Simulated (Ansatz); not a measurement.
# Single-point calculation of SnH6SO

- system: SnH6SO
- method: RKS PBE0-D4/def2-TZVPP (Ansatz 0.2.0)

The geometry is the reactant side of a reaction. The reaction was set up to form Sn1–S7 and O2–H6 and to break Sn1–O2 and H6–S7 (atoms counted from 1 in the order of the input); sticks are drawn by distance alone. The geometry comes from this level: PBE0-D4/def2-TZVP.

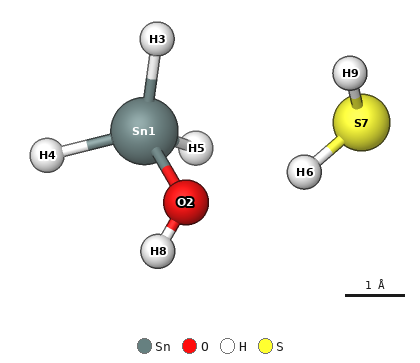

Figure 1. The structure (ball-and-stick view, seen at a tilt; atoms are numbered from 1 in the order of the input). Sticks mark near contacts.

Key numbers:

```json
{"quantity": "outcome", "value": "converged"}
{"quantity": "total energy", "value": "−18806.9997 eV"}
{"quantity": "mean-field energy", "value": "−18806.8625 eV"}
{"quantity": "dispersion energy", "value": "−0.1373 eV"}
{"quantity": "SCF solution under orbital rotations", "value": "stable"}
{"quantity": "HOMO", "value": "−7.18 eV"}
{"quantity": "LUMO", "value": "−0.64 eV"}
{"quantity": "hardware", "value": "4 threads of Arm Neoverse V1, 23 GiB of memory available, shared host"}
{"quantity": "wall time", "value": "1.9 s (CPU time 7.1 s)"}
{"quantity": "peak memory", "value": "0.45 GiB"}
```

Input:
```yaml
crystal:
  periodic: [false, false, false]
  atoms:
    - {symbol: Sn, position_ang: [-0.468025, 0.700733, -1.067524]}
    - {symbol: O, position_ang: [0.528385, 0.993595, 0.622984]}
    - {symbol: H, position_ang: [0.432187, -0.470755, -1.902103]}
    - {symbol: H, position_ang: [-0.477307, 2.213231, -1.867493]}
    - {symbol: H, position_ang: [-2.045332, 0.199196, -0.668620]}
    - {symbol: H, position_ang: [0.366182, -0.857667, 1.537525]}
    - {symbol: S, position_ang: [-0.011374, -2.151008, 1.439104]}
    - {symbol: H, position_ang: [0.487360, 1.899850, 0.935252]}
    - {symbol: H, position_ang: [1.187923, -2.527075, 0.970774]}
basis:
  gaussian: {orbitals: def2-TZVPP}
hamiltonian: {xc: pbe0, dispersion: d4}
output: {orbitals: {seedname: orbitals}}
```

Launched with:
```bash
ansatz run in.yaml --threads 4 --pin off --events-out ev --progress --plain --max-ram 9574MiB
```

Output:
```
Functional definition: PBE0
  name "PBE0"
  cite "Adamo & Barone, J. Chem. Phys. 110, 6158 (1999) doi:10.1063/1.478522"
  cite "Perdew, Burke & Ernzerhof, Phys. Rev. Lett. 77, 3865 (1996) doi:10.1103/PhysRevLett.77.3865"
  parent pbe
  parameter a = 0.25
  parameter kappa = 0.804
  parameter beta = 0.06672455060314922
  exchange = (1 - a)*pbe_x(kappa = kappa, mu = beta*pi^2/3) + a*exact_x
  correlation = pbe_c(beta = beta)
1281 factors; their error is unknown
mean field evaluation 1: about -18801.4110 eV, gradient 5.7e1 eV
mean field evaluation 2: about -18782.5155 eV, gradient 1.1e2 eV
mean field evaluation 4: about -18806.7488 eV, gradient 3.9e0 eV
mean field evaluation 8: about -18806.7744 eV, gradient 2.8e-2 eV
mean field evaluation 16: about -18806.8624 eV, gradient 2.3e-5 eV
mean field -18806.86242503 eV, -691.1394463707 hartree, gradient 2.3e-5 eV, S^2 0.000000; 0 other end points of the search recorded, 0 dependent functions left out
reference -18806.86246181 eV, -691.1394477223 hartree; 26, 26 occupied and 181, 181 virtual orbitals, 1281 factors
Total energy: -18806.99971446 eV, -691.1444916642 hartree
```

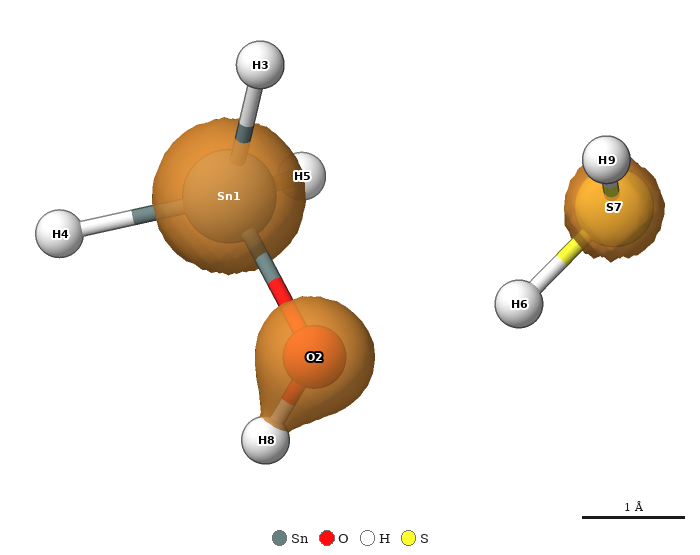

Figure 2. Isosurface of the electron density at 2 e/Å³ (orange), seen at a tilt. At this value the surface falls into four separate pieces. It is pinched off along the O···H (2.07 Å), Sn–O (1.98 Å) and S–H (1.34 Å) contacts. On the grid the lowest density along these lines, outside the cores, is 0.14 e/Å³ (O···H, 2.07 Å), 0.79 e/Å³ (Sn–O, 1.98 Å), 2.5 e/Å³ (O–H, 0.96 Å) and 1.5 e/Å³ (S–H, 1.34 Å).

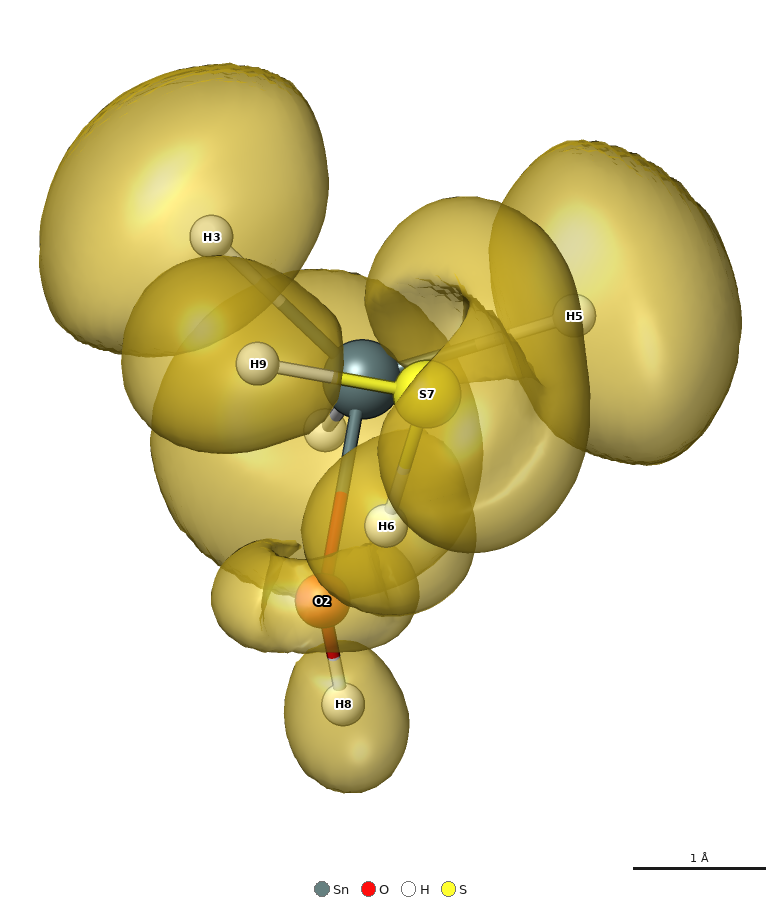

Figure 3. Isosurface of the electron localisation function at 0.85 (yellow), seen at an oblique angle. Only the valence region is drawn (cores and ρ < 0.01 e/Å³ removed). Sn–O (1.98 Å): the ELF peaks at about 0.85 in the valence shell of O, 0.6 Å from its nucleus, and drops to about 0.15 between the two atoms.

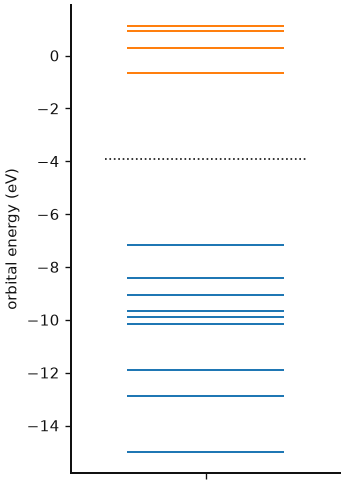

Figure 4. Orbital energies near the frontier; the dotted line parts filled from empty levels, and levels within 0.02 eV of each other stand side by side. Highest filled −7.18 eV, lowest empty −0.64 eV, 6.54 eV apart.
